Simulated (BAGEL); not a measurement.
# HI (hydrogen iodide), step by step

Wanted: a series of 15 runs (PBE0/x2c-SVPall, RI-MP2/x2c-SVPall) of HI. 

Program for the calculation: BAGEL 1.2.2.

**1. The structure to begin with**

The species is HI (2 atoms), meant as a singlet with charge 0. SMILES: `I`. The I1–H2 distance was set to 1.368 Å, away from the relaxed value.

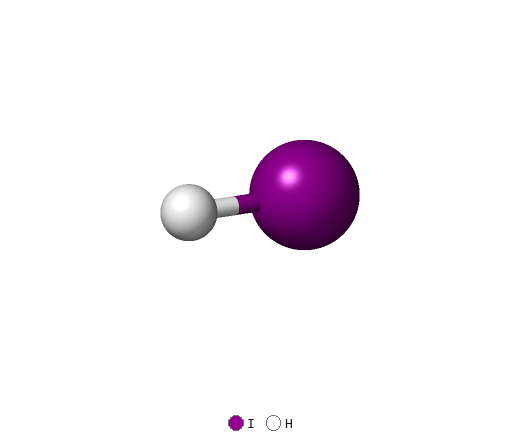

The structure, seen from a chosen angle (iodine purple, hydrogen white).

**2. The energy at PBE0/x2c-SVPall (DKH2, density fitting with AutoAux) (run 1)**

Input file input.json:

```json
{ "bagel" : [

{
  "title" : "molecule",
  "basis" : "x2c-svpall.json",
  "df_basis" : "x2c-svpall-autoaux.json",
  "angstrom" : "true",
  "dkh" : "true",
  "geometry" : [
    { "atom" : "I", "xyz" : [      -0.478760,       0.172071,      -0.242355 ] },
    { "atom" : "H", "xyz" : [       0.683900,      -0.245800,       0.346200 ] }
  ]
},

{ "title" : "ks", "xc_func" : "pbe0", "charge" : 0 },

{ "title" : "print", "file" : "orbitals.molden", "orbitals" : "true" }

]}
```

The basis set x2c-SVPall is read from a file made from the Basis Set Exchange's data (not shown).

Run with:

```console
$ BAGEL_NUM_THREADS=1 BAGEL input.json > input.out
```

Standard output:

```text
* using 1 threads per process

  ===============================================================
  ===============================================================

  *** Geometry ***

  { "atom" : "I", "xyz" : [     -0.904725,      0.325167,     -0.457985 ] },
  { "atom" : "H", "xyz" : [      1.292384,     -0.464495,      0.654223 ] },

  Number of auxiliary basis functions:      386

  Since a DF basis is specified, we compute 2- and 3-index integrals:
    o Being stored without compression. Storage requirement is 0.005 GB

  Number of basis functions:       41
  Number of electrons      :       54

    * METHOD: MOLECULE                             0.10

  *** Kohn-Sham DFT ***

    * Removing 1648 points whose weight is below 1.00e-10
    * Grid points: 28164

  === Nuclear Repulsion ===
    20.4942625200

       - DIIS with orbital gradients will be used.

  === KS iteration (pbe0 / x2c-svpall.json) ===
      0      -7107.30741619          0.07730524           0.07
      1      -7110.85436395          0.08972695           0.06
      2      -7112.01698097          0.05011820           0.06
      3      -7112.84611685          0.01020612           0.06
      4      -7112.86656797          0.00299826           0.06
      5      -7112.86900587          0.00022464           0.06
      6      -7112.86902289          0.00001584           0.06
      7      -7112.86902296          0.00000078           0.06
      8      -7112.86902296          0.00000009           0.06
      9      -7112.86902296          0.00000001           0.06
    * SCF iteration converged.

    * Permanent dipole moment:
           (   -0.224539,     0.080744,    -0.113621) a.u.

    * METHOD: KS                                   0.68

    * METHOD: PRINT                                0.00

  ===============================================================
```

It took 0.92 s on 1 thread of Arm Neoverse V1, shared host; peak memory 0.14 GiB.

**3. Bond 2-1 at 1.610 A: a single-point energy at RI-MP2/x2c-SVPall (DKH2, density fitting with AutoAux) (run 2)**

Input file input.json:

```json
{ "bagel" : [

{
  "title" : "molecule",
  "basis" : "x2c-svpall.json",
  "df_basis" : "x2c-svpall-autoaux.json",
  "angstrom" : true,
  "dkh" : true,
  "geometry" : [
    { "atom" : "I", "xyz" : [      -0.683936,       0.245813,      -0.346218 ] },
    { "atom" : "H", "xyz" : [       0.683900,      -0.245800,       0.346200 ] }
  ]
},

{
  "title" : "hf"
},

{
  "title" : "mp2",
  "ncore" : 18
}

]}
```

The basis set x2c-SVPall is read from a file made from the Basis Set Exchange's data (not shown).

Run with:

```console
$ BAGEL_NUM_THREADS=1 BAGEL input.json > input.out
```

Standard output:

```text
* using 1 threads per process

  ===============================================================
  ===============================================================

  *** Geometry ***

  { "atom" : "I", "xyz" : [     -1.292452,      0.464519,     -0.654257 ] },
  { "atom" : "H", "xyz" : [      1.292384,     -0.464495,      0.654223 ] },

  Number of auxiliary basis functions:      386

  Since a DF basis is specified, we compute 2- and 3-index integrals:
    o Being stored without compression. Storage requirement is 0.005 GB

  Number of basis functions:       41
  Number of electrons      :       54

    * METHOD: MOLECULE                             0.10

  *** RHF ***

  === Nuclear Repulsion ===
    17.4201148165

      * DIIS with orbital gradients will be used.

  === RHF iteration (x2c-svpall.json) ===
      0      -7110.28348178          0.01030808           0.02
      1      -7110.31165084          0.00269577           0.02
      2      -7110.31430481          0.00082863           0.02
      3      -7110.31459219          0.00013436           0.02
      4      -7110.31460189          0.00002317           0.02
      5      -7110.31460215          0.00000359           0.02
      6      -7110.31460216          0.00000063           0.02
      7      -7110.31460216          0.00000011           0.02
      8      -7110.31460216          0.00000001           0.02
    * SCF iteration converged.

    * Permanent dipole moment:
           (   -0.216561,     0.077834,    -0.109626) a.u.

    * METHOD: HF                                   0.38

  *** RHF ***

  === Nuclear Repulsion ===
    17.4201148165

      * DIIS with orbital gradients will be used.

  === RHF iteration (x2c-svpall.json) ===
      0      -7110.31460216          0.00000000           0.02
    * SCF iteration converged.

    * Permanent dipole moment:
           (   -0.216561,     0.077834,    -0.109626) a.u.

  === DF-MP2 calculation ===

    * freezing 18 orbitals
    * 3-index integral transformation done
    * assembly done

      MP2 correlation energy:   -0.1217789877      0.00

      MP2 total energy:       -7110.4363811499

    * METHOD: MP2                                  0.07

  ===============================================================
```

Wall time 0.68 s (1 thread of Arm Neoverse V1, shared host); peak memory 0.14 GiB.

Runs 3 to 12 aren't shown in full; the table further down has their settings and results.

**4. Bond 2-1 at 3.703 A: a single-point energy at PBE0/x2c-SVPall (DKH2, density fitting with AutoAux) (run 13)**

Input file input.json:

```json
{ "bagel" : [

{
  "title" : "molecule",
  "basis" : "x2c-svpall.json",
  "df_basis" : "x2c-svpall-autoaux.json",
  "angstrom" : true,
  "dkh" : true,
  "geometry" : [
    { "atom" : "I", "xyz" : [   -2.462037,    0.884879,   -1.246318 ] },
    { "atom" : "H", "xyz" : [    0.683900,   -0.245800,    0.346200 ] }
  ]
},
{ "title" : "ks", "xc_func" : "pbe0" },
{ "title" : "print", "file" : "orbitals.molden", "orbitals" : true }

]}
```

The basis set x2c-SVPall is read from a file made from the Basis Set Exchange's data (not shown).

Run with:

```console
$ BAGEL_NUM_THREADS=1 BAGEL input.json > input.out
```

Standard output:

```text
* using 1 threads per process

  ===============================================================
  ===============================================================

  *** Geometry ***

  { "atom" : "I", "xyz" : [     -4.652576,      1.672179,     -2.355200 ] },
  { "atom" : "H", "xyz" : [      1.292384,     -0.464495,      0.654223 ] },

  Number of auxiliary basis functions:      386

  Since a DF basis is specified, we compute 2- and 3-index integrals:
    o Being stored without compression. Storage requirement is 0.005 GB

  Number of basis functions:       41
  Number of electrons      :       54

    * METHOD: MOLECULE                             0.10

  *** Kohn-Sham DFT ***

    * Removing 723 points whose weight is below 1.00e-10
    * Grid points: 29089

  === Nuclear Repulsion ===
     7.5741695404

       - DIIS with orbital gradients will be used.

  === KS iteration (pbe0 / x2c-svpall.json) ===
      0      -7107.85090880          0.06496570           0.08
      1      -7109.89704444          0.08424273           0.07
      2      -7111.52995597          0.03322470           0.07
      3      -7112.26719863          0.01643098           0.06
      4      -7112.47168763          0.00929806           0.06
      5      -7112.61345686          0.01200358           0.07
      6      -7112.58952493          0.01166439           0.07
      7      -7112.33610719          0.01156710           0.06
      8      -7112.59829322          0.01146229           0.07
      9      -7112.32870215          0.01186977           0.06
     10      -7112.30792471          0.01255646           0.06
     11      -7112.46007191          0.01004323           0.06
     12      -7112.50575488          0.00806756           0.06
     13      -7112.28376536          0.01374861           0.06
     14      -7112.47290463          0.00895921           0.08
     15      -7112.55962824          0.01046826           0.07
     16      -7112.25077072          0.01501585           0.08
     17      -7112.35702065          0.01066490           0.07
     18      -7112.48654425          0.00855843           0.06
     19      -7112.48102497          0.00861260           0.07
     20      -7112.48088745          0.00862854           0.06
     21      -7112.47900399          0.00880939           0.06
     22      -7112.36994681          0.01023492           0.07
     23      -7112.38352933          0.01139917           0.06
     24      -7112.61415564          0.01183709           0.07
     25      -7112.56561981          0.01054250           0.07
     26      -7112.51110804          0.00776267           0.07
     27      -7112.52259865          0.00900177           0.07
     28      -7112.52259498          0.00879996           0.07
     29      -7112.63584700          0.01467412           0.07
     30      -7112.42280550          0.01615193           0.06
     31      -7112.40015098          0.01570246           0.06
     32      -7112.39895303          0.01565573           0.06
     33      -7112.40021923          0.01572211           0.06
     34      -7112.37734556          0.01464148           0.06
     35      -7112.54251329          0.00930660           0.06
     36      -7112.42422839          0.01607394           0.07
     37      -7112.62558168          0.01555681           0.08
     38      -7112.41302705          0.01607688           0.07
     39      -7112.41220653          0.01608407           0.06
     40      -7112.41704434          0.01639788           0.07
     41      -7112.47601111          0.01079944           0.07
     42      -7112.43906240          0.01721474           0.06
     43      -7112.42252597          0.01660562           0.06
     44      -7112.42625664          0.01656937           0.06
     45      -7112.43274859          0.01674233           0.07
     46      -7112.48951638          0.01805156           0.07
     47      -7112.41866854          0.01180805           0.06
     48      -7112.70176323          0.00672946           0.07
     49      -7112.57300565          0.01732939           0.07
     50      -7112.61436603          0.01608812           0.06
     51      -7112.60318099          0.01657217           0.06
     52      -7112.63296613          0.01508261           0.06
     53      -7112.71722976          0.00393413           0.06
     54      -7112.72075878          0.00212818           0.07
     55      -7112.72224491          0.00006328           0.07
     56      -7112.72223968          0.00015443           0.07
     57      -7112.72224775          0.00001690           0.06
     58      -7112.72224863          0.00000469           0.07
     59      -7112.72224880          0.00000027           0.07
     60      -7112.72224880          0.00000009           0.07
     61      -7112.72224880          0.00000001           0.06
     62      -7112.72224880          0.00000001           0.06
    * SCF iteration converged.

    * Permanent dipole moment:
           (   -0.341987,     0.122907,    -0.173122) a.u.

    * METHOD: KS                                   4.28

    * METHOD: PRINT                                0.00

  ===============================================================
```

Run time: 4.8 s. Hardware: 1 thread of Arm Neoverse V1, shared host; peak memory 0.14 GiB.

Run 14 isn't shown in full; the table further down has it.

**5. Bond 2-1 at 4.508 A: a single-point energy at PBE0/x2c-SVPall (DKH2, density fitting with AutoAux) (run 15)**

Input file calc.json:

```json
{ "bagel": [

{
  "title": "molecule",
  "basis": "x2c-svpall.json",
  "df_basis": "x2c-svpall-autoaux.json",
  "angstrom": true,
  "dkh": true,
  "geometry": [
    { "atom": "I", "xyz": [   -3.145955,    1.130685,   -1.592527 ] },
    { "atom": "H", "xyz": [    0.683900,   -0.245800,    0.346200 ] }
  ]
},
{
  "title": "ks",
  "xc_func": "pbe0"
},
{
  "title": "print",
  "file": "orbitals.molden",
  "orbitals": true
}

]}
```

The basis set x2c-SVPall is read from a file made from the Basis Set Exchange's data (not shown).

Run with:

```console
$ BAGEL_NUM_THREADS=1 BAGEL calc.json > calc.out
```

Standard output:

```text
* using 1 threads per process

  ===============================================================
  ===============================================================

  *** Geometry ***

  { "atom" : "I", "xyz" : [     -5.944993,      2.136685,     -3.009440 ] },
  { "atom" : "H", "xyz" : [      1.292384,     -0.464495,      0.654223 ] },

  Number of auxiliary basis functions:      386

  Since a DF basis is specified, we compute 2- and 3-index integrals:
    o Being stored without compression. Storage requirement is 0.005 GB

  Number of basis functions:       41
  Number of electrons      :       54

    * METHOD: MOLECULE                             0.10

  *** Kohn-Sham DFT ***

    * Removing 588 points whose weight is below 1.00e-10
    * Grid points: 29224

  === Nuclear Repulsion ===
     6.2216091739

       - DIIS with orbital gradients will be used.

  === KS iteration (pbe0 / x2c-svpall.json) ===
      0      -7107.83925991          0.06491623           0.08
      1      -7109.60365972          0.08653496           0.07
      2      -7111.48990575          0.03274785           0.06
      3      -7112.24076469          0.01629253           0.06
      4      -7112.44681012          0.00779495           0.06
      5      -7112.34692541          0.00931952           0.06
      6      -7112.35569543          0.00879588           0.06
      7      -7112.44020980          0.00809624           0.06
      8      -7112.42218720          0.00917530           0.06
      9      -7112.44969637          0.00742547           0.06
     10      -7112.45886121          0.00681232           0.06
     11      -7112.30690328          0.01137328           0.06
     12      -7112.28919782          0.01218370           0.06
     13      -7112.44365835          0.00781535           0.06
     14      -7112.43556765          0.00830734           0.06
     15      -7112.43451567          0.00832815           0.06
     16      -7112.44885768          0.00745810           0.06
     17      -7112.28297023          0.01244996           0.06
     18      -7112.28266933          0.01246087           0.06
     19      -7112.28109352          0.01251643           0.06
     20      -7112.29254107          0.01213638           0.06
     21      -7112.33400037          0.01013972           0.06
     22      -7112.36804584          0.01179252           0.06
     23      -7112.45462026          0.00687142           0.06
     24      -7112.32465373          0.01052350           0.06
     25      -7112.33108257          0.01022616           0.06
     26      -7112.30126898          0.01160189           0.06
[... 60 lines of this table left out ...]
     87      -7112.32258541          0.01063973           0.06
     88      -7112.32599568          0.01047094           0.06
     89      -7112.32451187          0.01053971           0.06
     90      -7112.36050783          0.00921778           0.06
     91      -7112.33568810          0.01376902           0.06
     92      -7112.46109221          0.00636720           0.06
     93      -7112.30835396          0.01127188           0.06
     94      -7112.30969213          0.01121241           0.06
     95      -7112.30952091          0.01122006           0.06
     96      -7112.30173252          0.01157105           0.06
     97      -7112.58434328          0.01646389           0.06
     98      -7112.34971139          0.01332450           0.06
     99      -7112.46255338          0.00630353           0.06
    * Max iteration reached in SCF.

    * Permanent dipole moment:
           (   -7.227244,     2.669252,    -3.681236) a.u.

    * METHOD: KS                                   6.37

    * METHOD: PRINT                                0.00

  ===============================================================
```

Wall time 6.6 s (1 thread of Arm Neoverse V1, shared host); peak memory 0.14 GiB.

The run stopped without converging.

**6. Overview of the runs**

```
run                                                   level  frozen core orbitals              partner    energy (Eh)  wall time
  1    PBE0/x2c-SVPall (DKH2, density fitting with AutoAux)                     –  bond 2-1 at 1.368 A   -7112.869023     0.92 s
  2  RI-MP2/x2c-SVPall (DKH2, density fitting with AutoAux)                    18  bond 2-1 at 1.610 A   -7110.436381     0.68 s
  3    PBE0/x2c-SVPall (DKH2, density fitting with AutoAux)                     –  bond 2-1 at 1.610 A   -7112.902330     0.94 s
  4  RI-MP2/x2c-SVPall (DKH2, density fitting with AutoAux)                    18  bond 2-1 at 1.851 A   -7110.419486     0.68 s
  5    PBE0/x2c-SVPall (DKH2, density fitting with AutoAux)                     –  bond 2-1 at 1.851 A   -7112.887363     0.99 s
  6  RI-MP2/x2c-SVPall (DKH2, density fitting with AutoAux)                    18  bond 2-1 at 2.173 A   -7110.377965      0.7 s
  7    PBE0/x2c-SVPall (DKH2, density fitting with AutoAux)                     –  bond 2-1 at 2.173 A   -7112.847535     0.99 s
  8  RI-MP2/x2c-SVPall (DKH2, density fitting with AutoAux)                    18  bond 2-1 at 2.576 A   -7110.329802      0.7 s
  9    PBE0/x2c-SVPall (DKH2, density fitting with AutoAux)                     –  bond 2-1 at 2.576 A   -7112.799251      1.2 s
 10  RI-MP2/x2c-SVPall (DKH2, density fitting with AutoAux)                    18  bond 2-1 at 3.059 A   -7110.291326      0.7 s
 11    PBE0/x2c-SVPall (DKH2, density fitting with AutoAux)                     –  bond 2-1 at 3.059 A   -7112.756362      1.4 s
 12  RI-MP2/x2c-SVPall (DKH2, density fitting with AutoAux)                    18  bond 2-1 at 3.703 A   -7110.272217     0.99 s
 13    PBE0/x2c-SVPall (DKH2, density fitting with AutoAux)                     –  bond 2-1 at 3.703 A   -7112.722249      4.8 s
 14  RI-MP2/x2c-SVPall (DKH2, density fitting with AutoAux)                    18  bond 2-1 at 4.508 A   -7110.284605      1.8 s
 15    PBE0/x2c-SVPall (DKH2, density fitting with AutoAux)                     –  bond 2-1 at 4.508 A  not converged      6.6 s
```

**7. What came out**

| quantity | value |
| --- | --- |
| bond 2-1 at 4.508 A, run 14: total energy | -7110.28461 Eh |
| bond 2-1 at 4.508 A, run 14: correlation energy (18 core orbitals frozen) | -227.7 mEh |

In runs 10, 11, 12, 13, 14 a closed-shell determinant meets a far-stretched bond, which it describes badly. All runs together took 24 s, the longest 6.6 s. 1 of the 15 runs did not end normally.
